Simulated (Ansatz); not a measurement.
# What VInS3 (model cell, started as cubic perovskite with V in the octahedra) distorts into

Aim: this structure of VInS3 (model cell, started as cubic perovskite with V in the octahedra) is to be tested for unstable modes, and one is followed downhill.

Method: DFT PBEsol, scalar-relativistic, plane waves, PAW; PAW set soft_1, in Ansatz 0.2.0.

The structure was built from a prototype and need not be the compound's stable phase.

## 1. Set-up

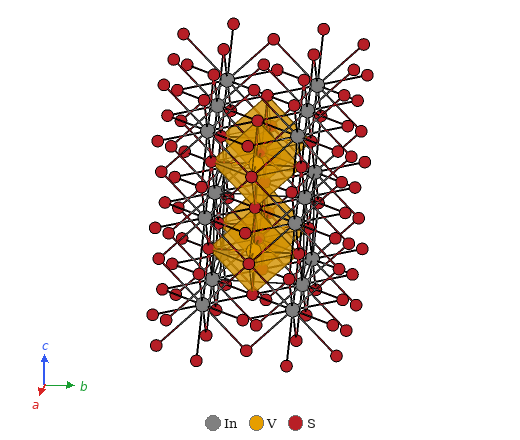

Start, viewed slightly off an axis; indium grey, vanadium orange, sulfur red. 2×1×2 cells are drawn. Some periodic images of atoms are drawn too.

## 2. The dispersion

The cell comes from relaxations at this level that are not shown. Stability and thermal properties need the whole zone. Linear response on a 4×4×4 q mesh gives force constants as far as a supercell of that size would.

Input file input.yaml:

```yaml
crystal:
  lattice:
    - [4.5791567302, 0.0, 0.0]
    - [0.0, 4.5791567302, 0.0]
    - [0.0, 0.0, 4.5791567302]
  atoms:
    - { symbol: In, position: [0.0, 0.0, 0.0] }
    - { symbol: V, position: [0.5, 0.5, 0.5] }
    - { symbol: S, position: [0.5, 0.5, 0.0] }
    - { symbol: S, position: [0.5, 0.0, 0.5] }
    - { symbol: S, position: [0.0, 0.5, 0.5] }
kpoints:
  mp_grid: { grid: [8, 8, 8] }
hamiltonian:
  xc: pbesol
  pseudopotentials: { kind: paw, azcp: { folder: soft_1 }, xc_functional: pbe }
scf:
  occupations: { method: methfessel_paxton, width: 0.2 }
output:
  eigenvalues: true
phonons:
  method: dfpt
  qmesh: [4, 4, 4]
  temperatures: { t_max: 1000, t_step: 50 }
  qpath:
    path:
      - [[0.0, 0.0, 0.0], [0.0, 0.5, 0.0], [0.5, 0.5, 0.0], [0.0, 0.0, 0.0], [0.5, 0.5, 0.5], [0.0, 0.5, 0.0]]
      - [[0.5, 0.5, 0.5], [0.5, 0.5, 0.0]]
    npoints: 10
```

Started as:

```console
$ ansatz run input.yaml --threads 4 --pin off --max-ram 16384MiB --backend cpu --events-out ev --progress --plain --runs-dir out
```

Numbers of over 12 decimals in the logs are rounded to 6 here.

What it wrote:

```text
Engine: ansatz 0.2.0, aarch64-unknown-linux-gnu
Pseudopotentials: kind: paw
Pseudopotential: In, paw, valence charge 13, recommended cutoff 420 eV (normal), soft_1/In.paw.azcp
Pseudopotential: V, paw, valence charge 13, recommended cutoff 420 eV (normal), soft_1/V.paw.azcp
Pseudopotential: S, paw, valence charge 6, recommended cutoff 420 eV (normal), soft_1/S.paw.azcp
Functional definition: PBEsol
  exchange = pbesol_x
  correlation = pbesol_c
Crystal: 5 atoms, lattice volume = 96.019 Å³
Basis set: ecut = 420 eV, 1863 PW (Γ), exchange–correlation on 64×64×64 points (8 copies of the dense FFT grid, shifted against one another)
Bands: 27, of which v1, the nominal top of the filled ones, is band 22 counted from 1 (21 counted from 0)
Symmetry: 48 space group operations
k-points: 35 of 512
Non-local potential: In, projectors of the file, l = 0: 2, l = 1: 2, l = 2: 2, l = 3: 1
Non-local potential: V, projectors of the file, l = 0: 3, l = 1: 2, l = 2: 3, l = 3: 1
Non-local potential: S, projectors of the file, l = 0: 2, l = 1: 2, l = 2: 1
PAW form: soft (Blöchl's): semilocal exchange-correlation on the pseudo side does not see the compensation charge
PAW frozen core: In, regenerated for the run's functional, and the local potential with it (the file was generated under x = pbe(κ = 0.804, μ = 0.219515), c = pbe(β = 0.066725))
PAW frozen core: V, regenerated for the run's functional, and the local potential with it (the file was generated under x = pbe(κ = 0.804, μ = 0.219515), c = pbe(β = 0.066725))
PAW frozen core: S, regenerated for the run's functional, and the local potential with it (the file was generated under x = pbe(κ = 0.804, μ = 0.219515), c = pbe(β = 0.066725))
PAW one-centre angular grid: In, 590 points (default); XC on 64 Gauss nodes
PAW one-centre angular grid: V, 590 points (default); XC on 64 Gauss nodes
PAW one-centre angular grid: S, 110 points (default); XC on 64 Gauss nodes
Initial density: superposition of atomic densities (chi_scale 0.1, normalization cell, long waves kept (reshape's long-wave potential 0.00 eV rms))
Initial wavefunctions: pseudopotential atomic-orbital guess
Functional: x = pbesol(κ = 0.804, μ = 0.123457), c = pbesol(β = 0.046)
SCF iter   1: F=—  HF=-11068.973042 eV  |F-HF|=—  |Δ(HF+E_count)|=         —  Δρ=1.11e-1  dr2=2.20e1  ethr=3.10e-3  ⟨swp⟩=7.8  Hψ=10026  notcnv=0  defer=2
automatic band count: the SCF goes on with 32 bands, as 27 were too few: the levels above may hold too much charge
preconditioner: auto → Kerker (q_TF=auto, 2.396 Å⁻¹)  [metal: Δε(μ)=0.013 eV  Ē_g=11.199 eV  σ=0.200 eV  W_gap=0.05  n_scr=26 (ndim 8)  ℏωp=22.7 eV  f_vac=0.000  D(μ)=5.23/eV (n_scr^D=56)]
SCF iter   2: F=—  HF=-11067.981142 eV  |F-HF|=—  |Δ(HF+E_count)|=   9.92e-1  S|Δr|=    0.00e0  Δρ=5.73e-2  dr2=6.55e0  ethr=3.10e-3  ⟨swp⟩=2.0  Hψ=1505  notcnv=0  defer=27
SCF iter   3: F=—  HF=-11067.479265 eV  |F-HF|=—  |Δ(HF+E_count)|=   5.02e-1  S|Δr|=    0.00e0  Δρ=1.06e-2  dr2=2.31e-1  ethr=3.10e-3  ⟨swp⟩=2.1  Hψ=1394  notcnv=0  defer=25
SCF iter   4: F=—  HF=-11067.465297 eV  |F-HF|=—  |Δ(HF+E_count)|=   1.40e-2  S|Δr|=    0.00e0  Δρ=3.11e-3  dr2=9.35e-3  ethr=5.26e-4  ⟨swp⟩=1.1  Hψ=1395  notcnv=0  defer=63
SCF iter   5: F=—  HF=-11067.464607 eV  |F-HF|=—  |Δ(HF+E_count)|=   6.90e-4  S|Δr|=    0.00e0  Δρ=9.83e-4  dr2=1.22e-3  ethr=2.12e-5  ⟨swp⟩=1.6  Hψ=1133  notcnv=0  defer=63
SCF iter   6: F=—  HF=-11067.464524 eV  |F-HF|=—  |Δ(HF+E_count)|=   8.25e-5  S|Δr|=    0.00e0  Δρ=4.27e-4  dr2=2.21e-4  ethr=2.78e-6  ⟨swp⟩=2.1  Hψ=1420  notcnv=0  defer=63
SCF iter   7: F=—  HF=-11067.464506 eV  |F-HF|=—  |Δ(HF+E_count)|=   1.83e-5  S|Δr|=    0.00e0  Δρ=1.01e-4  dr2=1.17e-5  ethr=5.03e-7  ⟨swp⟩=1.9  Hψ=1226  notcnv=0  defer=63
SCF iter   8: F=—  HF=-11067.464497 eV  |F-HF|=—  |Δ(HF+E_count)|=   8.60e-6  S|Δr|=    0.00e0  Δρ=2.59e-5  dr2=9.69e-7  ethr=2.65e-8  ⟨swp⟩=2.1  Hψ=1599  notcnv=0  defer=63
SCF iter   9: F=—  HF=-11067.464503 eV  |F-HF|=—  |Δ(HF+E_count)|=   5.96e-6  S|Δr|=    0.00e0  Δρ=3.63e-6  dr2=1.60e-8  ethr=2.20e-9  ⟨swp⟩=1.6  Hψ=1149  notcnv=0  defer=63
SCF iter  10: F=—  HF=-11067.464503 eV  |F-HF|=—  |Δ(HF+E_count)|=   1.41e-9  S|Δr|=    0.00e0  Δρ=7.27e-7  dr2=9.19e-10  ethr=3.63e-11  ⟨swp⟩=2.3  Hψ=1604  notcnv=0  defer=63
[...]
SCF 1 converged in 12 iterations: F = -11067.464503 eV  dr2 = 1.46e-12
  greatest PAW one-centre occupation: 1.000 electrons in one spin orbital (limit 2), on the V atom at site 1 (counted from 0), in its partial waves of l = 0
Initial density: read from a saved state, or passed on in memory by an earlier SCF of this step, an earlier step, the calling program or the single point that the run made first
[...]
SCF iter   1: F=—  HF=-11067.464505 eV  |F-HF|=—  |Δ(HF+E_count)|=         —  Δρ=3.65e-6  dr2=2.31e-8  ethr=1.82e-6  ⟨swp⟩=3.2  Hψ=6850  notcnv=0
eigensolver tolerance schedule: the retry pair's looser diagonalisation over-reported the residual by 34557.02 of it (diagonalisation noise at an unbounded share of the residual, at the tolerance the schedule requests for it); recorded, not acted on — ethr = c·dr2/N_el stays at c = 1.0e-1
preconditioner: auto → Kerker (q_TF=auto, 2.396 Å⁻¹)  [metal: Δε(μ)=0.009 eV  Ē_g=9.034 eV  σ=0.200 eV  W_gap=0.04  n_scr=26 (ndim 8)  ℏωp=22.7 eV  f_vac=0.000  D(μ)=4.95/eV (n_scr^D=32)]
SCF iter   2: F=—  HF=-11067.464503 eV  |F-HF|=—  |Δ(HF+E_count)|=   1.32e-6  S|Δr|=    0.00e0  Δρ=2.02e-6  dr2=6.39e-9  ethr=5.26e-11  ⟨swp⟩=4.0  Hψ=2596  notcnv=0
SCF iter   3: F=—  HF=-11067.464503 eV  |F-HF|=—  |Δ(HF+E_count)|=  2.53e-10  S|Δr|=    0.00e0  Δρ=1.27e-6  dr2=2.64e-9  ethr=1.45e-11  ⟨swp⟩=1.0  Hψ=945  notcnv=0
SCF iter   4: F=—  HF=-11067.464503 eV  |F-HF|=—  |Δ(HF+E_count)|=  1.46e-10  S|Δr|=    0.00e0  Δρ=6.27e-7  dr2=6.71e-10  ethr=6.00e-12  ⟨swp⟩=1.0  Hψ=946  notcnv=0
SCF iter   5: F=—  HF=-11067.464503 eV  |F-HF|=—  |Δ(HF+E_count)|=  1.46e-11  S|Δr|=    0.00e0  Δρ=5.37e-7  dr2=4.95e-10  ethr=1.52e-12  ⟨swp⟩=1.1  Hψ=947  notcnv=0
SCF iter   6: F=—  HF=-11067.464503 eV  |F-HF|=—  |Δ(HF+E_count)|=  2.91e-11  S|Δr|=    0.00e0  Δρ=2.37e-7  dr2=1.01e-10  ethr=1.13e-12  ⟨swp⟩=1.0  Hψ=945  notcnv=0
SCF iter   7: F=—  HF=-11067.464503 eV  |F-HF|=—  |Δ(HF+E_count)|=  5.46e-12  S|Δr|=    0.00e0  Δρ=9.42e-8  dr2=1.66e-11  ethr=1.00e-12  ⟨swp⟩=1.0  Hψ=945  notcnv=0
SCF iter   8: F=—  HF=-11067.464503 eV  |F-HF|=—  |Δ(HF+E_count)|=  1.82e-12  S|Δr|=    0.00e0  Δρ=2.18e-7  dr2=8.21e-11  ethr=1.00e-12  ⟨swp⟩=2.2  Hψ=1648  notcnv=0  recentre
[...]
WARN: eigensolver did not converge in 5 slots of this pass, the one above among them; of largest residual over every band (k=4): 1 band(s) unlocked (lowest unlocked band 31, counted from 0; max residual 1.42e-5 eV among the unlocked bands, 1.42e-5 eV over every band); of lowest unlocked band (k=4): band 31
NSCF: frozen V_eff on 125 k-points
DFPT response loops at q = (0, 0, 0) (fractional): preconditioner auto → Kerker (q_TF=auto, 2.396 Å⁻¹) (partly filled bands, converged f_vac=0.000); β = 1.00, the filter's whole step (`scf.mixing.beta` (0.50) is not read by the response loops under this deck's `scf.mixing.preconditioner`; to damp them name `kerker` or `kerker_dos`, under which they read `scf.mixing.beta`, and type it under 1.00, their step now; both keys bind the ground state too); Broyden in place of MSR1
NSCF: frozen V_eff on 400 k-points
DFPT response loops at q = (0, 0, 0.25) (fractional): mixed as the last ones told, above
NSCF: frozen V_eff on 250 k-points
DFPT response loops at q = (0, 0, -0.5) (fractional): mixed as the last ones told, above
NSCF: frozen V_eff on 640 k-points
DFPT response loops at q = (0, 0.25, 0.25) (fractional): mixed as the last ones told, above
NSCF: frozen V_eff on 400 k-points
DFPT response loops at q = (0, 0.25, -0.5) (fractional): mixed as the last ones told, above
NSCF: frozen V_eff on 250 k-points
DFPT response loops at q = (0, -0.5, -0.5) (fractional): mixed as the last ones told, above
NSCF: frozen V_eff on 1024 k-points
DFPT response loops at q = (0.25, 0.25, 0.25) (fractional): mixed as the last ones told, above
NSCF: frozen V_eff on 640 k-points
DFPT response loops at q = (0.25, 0.25, -0.5) (fractional): mixed as the last ones told, above
NSCF: frozen V_eff on 400 k-points
DFPT response loops at q = (0.25, -0.5, -0.5) (fractional): mixed as the last ones told, above
NSCF: frozen V_eff on 250 k-points
DFPT response loops at q = (-0.5, -0.5, -0.5) (fractional): mixed as the last ones told, above
SCF converged after 12 iterations
Stability not checked: this state was not tested for a lower state beside it, because cold or Methfessel-Paxton smearing, or corrected tetrahedra, fill the levels in a way that the test cannot read (fill_not_monotonic; see scf.lower_state_search)
Free energy (F): -11067.464503 eV
Harris-Foulkes:  -11067.464503 eV  (|F-HF|=3.64e-12)
Internal energy: -11067.445656 eV  (E = F + TS)
E sigma→0 (E₀):  -11067.459791 eV
Entropy (-TS):   -0.018847 eV (-3.769 meV/atom)
Fermi energy:    8.750439 eV
--- Per-component energies (eV) ---
  E_band       = -249.840573
  E_kinetic    = 827.299031
  E_local      = -2936.281243  (includes V_loc(G=0)·N_el)
  E_nonlocal   = 514.295107
  E_hartree    = 1168.867736
  E_xc         = -520.904225
  E_vxc        = -483.332872  (∫ρ·V_xc dr)
  E_paw        = -7008.401448  (= ΣΔE_a)
  E_vpaw       = -509.557141  (= ΣTr[D̂ρ^β])
  E_aug_tail   = 0.001108  (compensation charges beyond the density's cutoff)
  E_ewald      = -3112.893153
  E_core_change = 0.571431  (= ΣΔE_core)
  E_smearing   = -0.018847  (= −TS)
  E_closure    = -0.000000  (closes the sum)
  Σ components = -11067.464503   (vs F -11067.464503, Δ=0.00e0)
--- Band table (eV; the first three rows and the last of 35) ---
  k-point 0: bands = [... 18 lower, 7.4046, 7.8562, 7.8562, 7.8562, 8.1432, 8.1432, 8.1432, 9.3319, ... 6 higher]
  k-point 1: bands = [... 18 lower, 7.3028, 7.7559, 7.8610, 7.8936, 7.8936, 8.6144, 8.6144, 9.3387, ... 6 higher]
  k-point 2: bands = [... 18 lower, 7.0781, 7.8728, 7.9704, 7.9704, 7.9916, 9.2363, 9.2363, 9.3514, ... 6 higher]
  k-point 34: bands = [... 18 lower, 5.2562, 9.0711, 9.0711, 9.0711, 9.6338, 9.6338, 9.6338, 14.2089, ... 6 higher]
--- Phonons (Γ-DFPT): 4 representative perturbations + reference (Σ response iterations 12) ---
  ASR residual: 1.442e-5 → 0.000e0 eV/Å²; symmetrization residual: 8.138e-6 eV/Å²
  ASR residual per site (eV/Å²): 1.44e-5 1.13e-5 8.32e-6 8.32e-6 8.32e-6
  Γ frequencies (cm⁻¹): -76.80 -76.80 -76.80 0.00 0.00 0.00 58.48 58.48 58.48 71.36 71.36 71.36 331.87 331.87 331.87
--- Phonons (arbitrary-q DFPT): 10 irreducible q on the 4×4×4 mesh ---
  q = [0.0000, 0.0000, 0.0000] (star 1, of the zone-centre solve; hermiticity 1.61e-6, symmetrization 5.05e-12): -76.80 -76.80 -76.80 0.00 0.00 0.00 58.48 58.48 58.48 71.36 71.36 71.36 331.87 331.87 331.87
  q = [0.0000, 0.0000, 0.2500] (star 6, 9 solved perturbations in 1560 linear systems a pass and spin channel, the states on 200 of 512 k-point pairs; hermiticity 1.51e-6, symmetrization 1.29e-12): -132.35 -65.22 -65.22 18.08 18.08 22.94 32.38 32.38 42.48 88.03 88.03 94.96 321.53 321.53 343.96
  q = [0.0000, 0.0000, -0.5000] (star 3, 9 solved perturbations in 975 linear systems a pass and spin channel, the states on 125 of 512 k-point pairs; hermiticity 1.65e-6, symmetrization 5.11e-8): -68.25 -68.25 -11.96 -11.96 23.18 23.18 30.02 98.53 102.87 129.01 129.01 180.34 303.14 303.14 382.35
  q = [0.0000, 0.2500, 0.2500] (star 12, 9 solved perturbations in 2460 linear systems a pass and spin channel, the states on 320 of 512 k-point pairs; hermiticity 1.36e-6, symmetrization 1.83e-13): -125.44 -97.36 -85.28 -82.12 11.30 25.06 30.13 70.36 82.18 97.07 101.89 152.02 309.58 319.58 362.87
  q = [0.0000, 0.2500, -0.5000] (star 12, 15 solved perturbations on 200 of 512 k-point pairs; hermiticity 9.41e-7, symmetrization 2.86e-7): -109.47 -107.37 -95.86 -31.03 9.57 30.13 72.92 97.33 108.39 121.68 184.84 192.04 289.77 290.38 393.36
  q = [0.0000, -0.5000, -0.5000] (star 3, 9 solved perturbations in 975 linear systems a pass and spin channel, the states on 125 of 512 k-point pairs; hermiticity 2.07e-6, symmetrization 1.43e-7): -157.31 -108.78 -45.33 -45.33 21.40 103.45 103.45 113.56 113.56 137.72 198.17 198.17 210.19 268.32 411.42
  q = [0.2500, 0.2500, 0.2500] (star 8, 4 solved perturbations in 1376 linear systems a pass and spin channel, the states on 512 of 512 k-point pairs; hermiticity 1.15e-6, symmetrization 1.79e-12): -111.75 -111.75 -96.05 -65.06 -30.42 -30.42 90.08 103.25 103.25 148.34 148.34 156.44 318.45 318.45 385.32
  q = [0.2500, 0.2500, -0.5000] (star 12, 9 solved perturbations in 2460 linear systems a pass and spin channel, the states on 320 of 512 k-point pairs; hermiticity 8.49e-7, symmetrization 1.19e-7): -112.67 -111.12 -110.49 -57.24 -23.45 -5.20 95.39 105.28 149.23 181.43 184.15 200.21 271.58 298.87 413.50
  q = [0.2500, -0.5000, -0.5000] (star 6, 9 solved perturbations in 1560 linear systems a pass and spin channel, the states on 200 of 512 k-point pairs; hermiticity 1.40e-6, symmetrization 1.79e-7): -157.00 -118.25 -118.25 -28.14 -28.14 18.34 79.92 99.68 181.87 181.87 200.48 200.48 207.67 261.90 432.99
  q = [-0.5000, -0.5000, -0.5000] (star 1, 4 solved perturbations in 350 linear systems a pass and spin channel, the states on 125 of 512 k-point pairs; hermiticity 2.40e-6, symmetrization 2.10e-8): -170.04 -170.04 -156.45 -156.45 -156.45 14.48 14.48 14.48 193.77 193.77 193.77 206.33 206.33 206.33 447.37
  sum rule: each row above includes the acoustic sum rule's correction from the zone centre's row sums; it moved no ω² by more than (0.27 cm⁻¹)²
  mesh force constants: q→R imaginary residual 8.96e-19; ASR residual 1.442e-5 → 0.000e0 eV/Å²; symmetrization residual 3.997e-15 eV/Å²
  interpolated dispersion: 62 rows × 15 modes
  density of states and harmonic sums: on the 16×16×16 q-mesh, interpolated from the force constants of a 4×4×4 supercell (no non-analytic term)
  largest difference from the sums on the solved wave vectors: F 4.12e-2 eV, S 6.20e-5 and C_V 2.07e-5 eV/K
  zero-point energy: 0.106143 eV/cell   skipped modes (ω ≤ 0): 798, of them read as no rigid motion or as one in doubt: 795 (4.912e0 modes/cell left out, lowest -170.04 cm⁻¹)   left out of the sums: 3.28e-1 of the cell's modes: C_V's classical limit lies that fraction below 3 k_B per atom; for a crystal, a wire or a layer, F and S can be off by more, and a phonons.interpolated_qmesh denser along its periods is the remedy for the sampling
```

Wall time 18 min (4 threads of Arm Neoverse V1, shared host); peak memory 3.4 GiB; 70 min of CPU time.

Reading the cycles: dr2 is the Hartree energy of the density residual (eV), the measure of convergence; HF is the Harris–Foulkes estimate of the energy, which meets the free energy F at convergence.

This run has no spin polarisation, although V can carry a moment.

Numbers from this step:

```yaml
volume_per_atom: 19.20 Å³
gap_on_the_k_mesh: 0 eV
sum_rule_residual_before_enforcement: 1.44e-5 eV/Å²
lowest_frequency_on_the_path: -170.0 cm⁻¹
point_group: m-3m
highest_frequency_on_the_path_or_at_a_solved_wavevector: 447.5 cm⁻¹
highest_optical_mode_at_the_zone_centre_no_lo_to_term: 331.9 cm⁻¹
lowest_optical_zone_centre_mode: -76.8 cm⁻¹
lowest_mode_on_the_q_mesh_acoustic_modes_at_gamma_apart: -170.0 cm⁻¹
```

Frequencies (cm⁻¹) solved at each irreducible wavevector; negative means imaginary. Frequencies by wavevector, by row:

```csv
q in reciprocal lattice units,star,mode 1,mode 2,mode 3,mode 4,mode 13,mode 14,mode 15
0 0 0,1,-76.8,-76.8,-76.8,0,331.9,331.9,331.9
0 0 0.25,6,-132.3,-65.2,-65.2,18.1,321.5,321.5,344
0 0 -0.5,3,-68.2,-68.2,-12,-12,303.1,303.1,382.4
0 0.25 0.25,12,-125.4,-97.4,-85.3,-82.1,309.6,319.6,362.9
0 0.25 -0.5,12,-109.5,-107.4,-95.9,-31,289.8,290.4,393.4
0 -0.5 -0.5,3,-157.3,-108.8,-45.3,-45.3,210.2,268.3,411.4
0.25 0.25 0.25,8,-111.8,-111.8,-96,-65.1,318.4,318.4,385.3
0.25 0.25 -0.5,12,-112.7,-111.1,-110.5,-57.2,271.6,298.9,413.5
0.25 -0.5 -0.5,6,-157,-118.2,-118.2,-28.1,207.7,261.9,433
-0.5 -0.5 -0.5,1,-170,-170,-156.4,-156.4,206.3,206.3,447.4
```

Interpolated from a 4×4×4 q mesh. Phonon branches along the path, in cm⁻¹:

```
    point  branch 1  branch 2  branch 3  branch 4  branch 12  branch 13  branch 14  branch 15
        Γ       -77       -77       -77         0         71        332        332        332
        X       -68       -68       -12       -12        180        303        303        382
        M      -157      -109       -45       -45        198        210        268        411
        Γ       -77       -77       -77         0         71        332        332        332
        R      -170      -170      -156      -156        206        206        206        447
        X       -68       -68       -12       -12        180        303        303        382
jump to R      -170      -170      -156      -156        206        206        206        447
        M      -157      -109       -45       -45        198        210        268        411
```

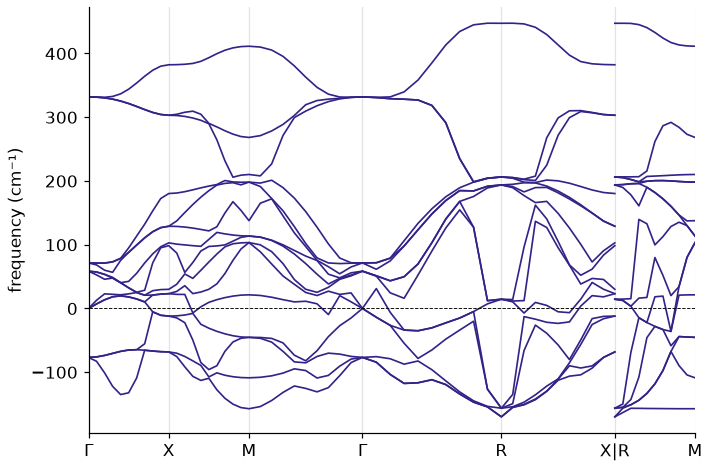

Phonon branches along the path.

Symmetry leaves 10 wavevectors to solve. The lowest mode among them, the acoustic zeros apart, lies at q = (-0.5, -0.5, -0.5) and is imaginary, 170.0i cm⁻¹, so the energy falls along it.

(Part 1 of 3 ends here.)

[Logs are printed without paths, hosts, clocks, repeated set-up lines and the standing remarks that a program may print on its own settings, such as how far it seeks lower states.]

[Hosts, paths, dates, database ids (printed as entryN), source tags and the programs' standing remarks are cut or masked in the printed files.]
